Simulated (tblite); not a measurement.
System: H3Ge, doublet: map of symmetric stretch and umbrella angle. Scanned: Ge-H bond length and angle between the Ge-H bonds and the threefold axis (90 = planar).

Cartesian coordinates as functions of the variables (Å; names that start with a are angles):
```
Ge  0  0  0
H  r*sin(a)*cos(0*2*pi/3+0)  r*sin(a)*sin(0*2*pi/3+0)  0+r*cos(a)
H  r*sin(a)*cos(1*2*pi/3+0)  r*sin(a)*sin(1*2*pi/3+0)  0+r*cos(a)
H  r*sin(a)*cos(2*2*pi/3+0)  r*sin(a)*sin(2*2*pi/3+0)  0+r*cos(a)
```

Computed with tblite with GFN2-xTB, 300 K electronic temperature.

Energy in kcal/mol above the lowest grid point; x is the Ge-H bond length (Å), y the angle between the Ge-H bonds and the threefold axis (90 = planar) (°).

| y \ x | 1.36 | 1.45 | 1.52 | 1.59 | 1.66 | 1.73 | 1.80 | 1.87 | 1.93 |
|---|---|---|---|---|---|---|---|---|---|
| 130 | 40.9 | 21.9 | 16.0 | 14.3 | 15.1 | 17.4 | 20.5 | 24.2 | 27.7 |
| 127.20 | 33.1 | 15.2 | 9.9 | 8.8 | 10.2 | 12.9 | 16.5 | 20.5 | 24.2 |
| 123.20 | 25.1 | 8.5 | 4.0 | 3.7 | 5.6 | 8.8 | 12.8 | 17.1 | 21.0 |
| 119.20 | 20.3 | 4.6 | 0.9 | 1.0 | 3.4 | 6.9 | 11.0 | 15.4 | 19.4 |
| 115.20 | 18.0 | 3.2 | 0.0 | 0.6 | 3.2 | 6.8 | 10.9 | 15.2 | 19.1 |
| 111.20 | 17.8 | 3.8 | 1.1 | 1.9 | 4.7 | 8.2 | 12.2 | 16.3 | 19.9 |
| 107.20 | 19.3 | 6.2 | 3.9 | 5.0 | 7.8 | 11.1 | 14.7 | 18.3 | 21.5 |
| 103.20 | 22.0 | 9.8 | 8.1 | 9.7 | 12.4 | 15.4 | 18.3 | 21.2 | 23.8 |
| 99.20 | 25.2 | 14.2 | 13.4 | 15.6 | 18.6 | 21.1 | 23.0 | 24.8 | 26.6 |
| 95.20 | 28.2 | 18.4 | 18.8 | 22.3 | 26.2 | 28.2 | 28.5 | 28.6 | 29.3 |
| 90 | 29.9 | 20.9 | 22.3 | 27.7 | 35.1 | 37.6 | 33.7 | 31.6 | 31.2 |

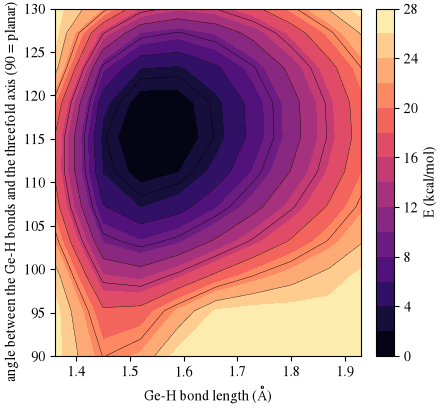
Energy surface, cut off at 27 kcal/mol.

Points that lie below all their neighbours on the grid: x = 1.52, y = 115.20 (0.0 kcal/mol).
